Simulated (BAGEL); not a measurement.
# singlet O2F+: levels of theory compared

We compute a comparison of 6 runs (HF/3-21G, HF/6-31G*, B3LYP/def2-TZVPPD, PBE0/def2-TZVPPD, CASPT2(18,12)/6-31G*, FCI/STO-3G) of singlet O2F+. 

The results are computed with BAGEL 1.2.2.

5 further runs of the same task are left out: 5 set aside as unsound or not needed.

## (1) The structure to begin with

O2F+ has 3 atoms, charge +1, and is taken as a singlet. As SMILES of the parent species, `[O]OF`. The shape is that of a PBE0-D4/def2-TZVP optimisation. That shape belongs to the parent species and isn't relaxed for this state.

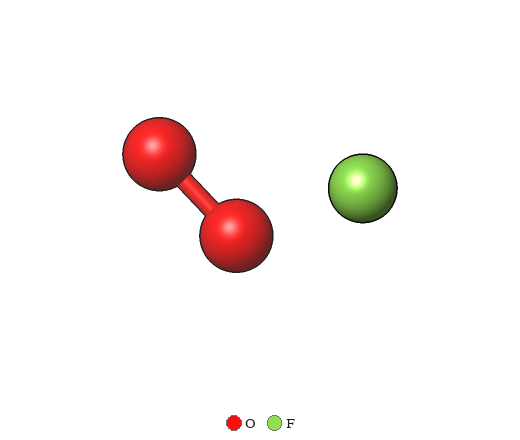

Viewed from a chosen angle; oxygen red, fluorine green.

## (2) A single-point energy at HF/3-21G (density fitting with cc-pvqz-jkfit) (run 1)

Contents of job.json:

```json
{ "bagel": [

{
  "title": "molecule",
  "basis": "3-21g",
  "df_basis": "cc-pvqz-jkfit",
  "angstrom": "true",
  "geometry": [
    { "atom": "O", "xyz": [    0.933400,   -0.295440,    0.482240 ] },
    { "atom": "O", "xyz": [    0.133270,    0.497870,    0.127930 ] },
    { "atom": "F", "xyz": [   -1.066650,   -0.202430,   -0.610160 ] }
  ]
},
{ "title": "hf", "charge": 1 },
{ "title": "print", "file": "orbitals.molden", "orbitals": "true" }

]}
```

Command:

```
$ BAGEL_NUM_THREADS=1 BAGEL job.json > job.out
```

What it wrote:

```text
* using 1 threads per process

  ===============================================================
  ===============================================================

  *** Geometry ***

  { "atom" : "O", "xyz" : [      1.763870,     -0.558301,      0.911302 ] },
  { "atom" : "O", "xyz" : [      0.251844,      0.940838,      0.241753 ] },
  { "atom" : "F", "xyz" : [     -2.015676,     -0.382537,     -1.153035 ] },

  Number of auxiliary basis functions:      318

  Since a DF basis is specified, we compute 2- and 3-index integrals:
    o Being stored without compression. Storage requirement is 0.002 GB

  Number of basis functions:       27
  Number of electrons      :       25

    * METHOD: MOLECULE                             0.06

  *** RHF ***

  === Nuclear Repulsion ===
    69.5966921954

      * DIIS with orbital gradients will be used.

  === RHF iteration (3-21g) ===
      0       -246.63626892          0.06347626           0.01
      1       -244.94121232          0.17748824           0.01
      2       -246.94097566          0.02758609           0.01
      3       -246.98905389          0.01212241           0.01
      4       -247.01445070          0.00694299           0.01
      5       -247.03191536          0.00403784           0.01
      6       -247.03285674          0.00119775           0.01
      7       -247.03312372          0.00054905           0.01
      8       -247.03316397          0.00029944           0.01
      9       -247.03318968          0.00007600           0.01
     10       -247.03319073          0.00002075           0.01
     11       -247.03319083          0.00001255           0.01
     12       -247.03319087          0.00000823           0.01
     13       -247.03319089          0.00000522           0.01
     14       -247.03319091          0.00000179           0.01
     15       -247.03319091          0.00000087           0.01
     16       -247.03319091          0.00000045           0.01
     17       -247.03319091          0.00000019           0.01
     18       -247.03319091          0.00000009           0.01
     19       -247.03319091          0.00000007           0.01
     20       -247.03319091          0.00000003           0.01
     21       -247.03319091          0.00000002           0.01
     22       -247.03319091          0.00000001           0.01
     23       -247.03319091          0.00000001           0.01
    * SCF iteration converged.

    * Permanent dipole moment:
           (   -0.386106,     0.065220,    -0.205716) a.u.

    * METHOD: HF                                   0.17

    * METHOD: PRINT                                0.00

  ===============================================================
```

Wall time 0.34 s (1 thread of Arm Neoverse V1, shared host).

## (3) A single-point energy at HF/6-31G(d) (density fitting with cc-pvqz-jkfit, spherical functions) (run 2)

Contents of input.json:

```json
{ "bagel" : [

{
  "title" : "molecule",
  "basis" : "6-31gs.json",
  "df_basis" : "cc-pvqz-jkfit",
  "angstrom" : "true",
  "geometry" : [
    { "atom" : "O", "xyz" : [       0.933400,      -0.295440,       0.482240 ] },
    { "atom" : "O", "xyz" : [       0.133270,       0.497870,       0.127930 ] },
    { "atom" : "F", "xyz" : [      -1.066650,      -0.202430,      -0.610160 ] }
  ]
},

{
  "title" : "hf",
  "charge" : 1
},

{
  "title" : "print",
  "file" : "orbitals.molden",
  "orbitals" : "true"
}

]}
```

The basis set 6-31G* is read from a file made from the Basis Set Exchange's data (not shown).

Command:

```
$ BAGEL_NUM_THREADS=1 BAGEL input.json > input.out
```

What it wrote:

```text
* using 1 threads per process

  ===============================================================
  ===============================================================

  *** Geometry ***

  { "atom" : "O", "xyz" : [      1.763870,     -0.558301,      0.911302 ] },
  { "atom" : "O", "xyz" : [      0.251844,      0.940838,      0.241753 ] },
  { "atom" : "F", "xyz" : [     -2.015676,     -0.382537,     -1.153035 ] },

  Number of auxiliary basis functions:      318

  Since a DF basis is specified, we compute 2- and 3-index integrals:
    o Being stored without compression. Storage requirement is 0.004 GB

  Number of basis functions:       42
  Number of electrons      :       25

    * METHOD: MOLECULE                             0.07

  *** RHF ***

  === Nuclear Repulsion ===
    69.5966921954

      * DIIS with orbital gradients will be used.

  === RHF iteration (6-31gs.json) ===
      0       -248.03226903          0.04547109           0.01
      1       -246.62451284          0.11325107           0.01
      2       -248.32258951          0.01512660           0.01
      3       -248.35717346          0.00998921           0.01
      4       -248.37988100          0.00446476           0.01
      5       -248.39597750          0.00264900           0.01
      6       -248.39753191          0.00075285           0.01
      7       -248.39781698          0.00036842           0.01
      8       -248.39786251          0.00018621           0.01
      9       -248.39788506          0.00006411           0.01
     10       -248.39788700          0.00001898           0.01
     11       -248.39788720          0.00001232           0.01
     12       -248.39788731          0.00000756           0.01
     13       -248.39788734          0.00000519           0.01
     14       -248.39788737          0.00000174           0.01
     15       -248.39788737          0.00000052           0.01
     16       -248.39788737          0.00000025           0.01
     17       -248.39788737          0.00000013           0.01
     18       -248.39788737          0.00000006           0.01
     19       -248.39788737          0.00000004           0.01
     20       -248.39788737          0.00000002           0.01
     21       -248.39788737          0.00000001           0.01
     22       -248.39788737          0.00000001           0.01
    * SCF iteration converged.

    * Permanent dipole moment:
           (   -0.541232,    -0.042047,    -0.302966) a.u.

    * METHOD: HF                                   0.25

    * METHOD: PRINT                                0.00

  ===============================================================
```

It took 0.44 s on 1 thread of Arm Neoverse V1, shared host.

Runs 3 to 5 aren't shown in full; the table further down has their settings and results.

## (4) A single-point energy at FCI/STO-3G (density fitting with cc-pvqz-jkfit) (run 6)

Contents of calc.json:

```json
{ "bagel": [

{
  "title": "molecule",
  "basis": "sto-3g",
  "df_basis": "cc-pvqz-jkfit",
  "angstrom": true,
  "geometry": [
    { "atom": "O", "xyz": [       0.933400,      -0.295440,       0.482240 ] },
    { "atom": "O", "xyz": [       0.133270,       0.497870,       0.127930 ] },
    { "atom": "F", "xyz": [      -1.066650,      -0.202430,      -0.610160 ] }
  ]
},

{
  "title": "hf",
  "charge": 1
},

{
  "title": "fci",
  "nstate": 1,
  "charge": 1,
  "ncore": 3
}

]}
```

Command:

```
$ BAGEL_NUM_THREADS=1 BAGEL calc.json > calc.out
```

What it wrote:

```text
* using 1 threads per process

  ===============================================================
  ===============================================================

  *** Geometry ***

  { "atom" : "O", "xyz" : [      1.763870,     -0.558301,      0.911302 ] },
  { "atom" : "O", "xyz" : [      0.251844,      0.940838,      0.241753 ] },
  { "atom" : "F", "xyz" : [     -2.015676,     -0.382537,     -1.153035 ] },

  Number of auxiliary basis functions:      318

  Since a DF basis is specified, we compute 2- and 3-index integrals:
    o Being stored without compression. Storage requirement is 0.001 GB

  Number of basis functions:       15
  Number of electrons      :       25

    * METHOD: MOLECULE                             0.06

  *** RHF ***

  === Nuclear Repulsion ===
    69.5966921954

      * DIIS with orbital gradients will be used.

[... 6 lines left out ...]
    * SCF iteration converged.
[... 1 line left out ...]
    * Permanent dipole moment:
[... 61 lines left out ...]
     * ci vector, state   0, <S^2> = -0.0000
       222222222...    -0.7352319446
       2222222b2a..     0.2282231451
       2222222a2b..     0.2282231451
       2222222abba.    -0.2063742969
       2222222baab.    -0.2063742969
       22222222..2.     0.1773635090
       2222222bbaa.     0.1695274119
       2222222aabb.     0.1695274119
       22222222b.a.     0.1413996686
       22222222a.b.     0.1413996686
       22222.2222..     0.1043265221
       22222a2b22..    -0.0710251233
       22222b2a22..    -0.0710251233
       2222222.22..     0.0664305557
       22222b22aab.    -0.0630527149
       22222a22bba.    -0.0630527149
       222a2222b.2.     0.0625117916
       222b2222a.2.     0.0625117916
       22222b22.a2.    -0.0532951035
       22222a22.b2.    -0.0532951035

    * METHOD: FCI                                  2.68

  ===============================================================
```

Wall time 2.9 s (1 thread of Arm Neoverse V1, shared host).

## (5) Overview of the runs

| run | level | iteration cap | active rule | energy (Eh) | HOMO energy (eV) | LUMO energy (eV) | HOMO–LUMO gap (eV) | wall time |
| --- | --- | --- | --- | --- | --- | --- | --- | --- |
| 1 | HF/3-21G (density fitting with cc-pvqz-jkfit) | – | – | -247.033191 | -25.13 | -10.85 | 14.28 | 0.34 s |
| 2 | HF/6-31G* (density fitting with cc-pvqz-jkfit, spherical functions) | – | – | -248.397887 | -24.90 | -10.50 | 14.40 | 0.44 s |
| 3 | B3LYP/def2-TZVPPD (density fitting with cc-pvqz-jkfit) | – | – | -249.701737 | -20.63 | -16.61 | 4.02 | 5.4 s |
| 4 | PBE0/def2-TZVPPD (density fitting with cc-pvqz-jkfit) | – | – | -249.449978 | -20.83 | -16.26 | 4.57 | 4.8 s |
| 5 | CASPT2(18,12)/6-31G* (density fitting with cc-pvqz-jkfit, spherical functions) | 200 | valence | -249.009774 | – | – | – | 90 s |
| 6 | FCI/STO-3G (density fitting with cc-pvqz-jkfit) | – | – | -245.435038 | – | – | – | 2.9 s |

## (6) Summary of results

```
           quantity          value
run 6: total energy  -245.43504 Eh
```

**Reading.** Over runs 1, 2, 3, 4 the HOMO–LUMO gap runs from 4.02 eV (B3LYP/def2-TZVPPD) to 14.40 eV (HF/6-31G*). The two ends differ in method and basis. Totals of different functionals can't be ranked against each other. In run 6 the basis is minimal, so the values are rough. All runs together took 1.7 min, the longest 90 s.
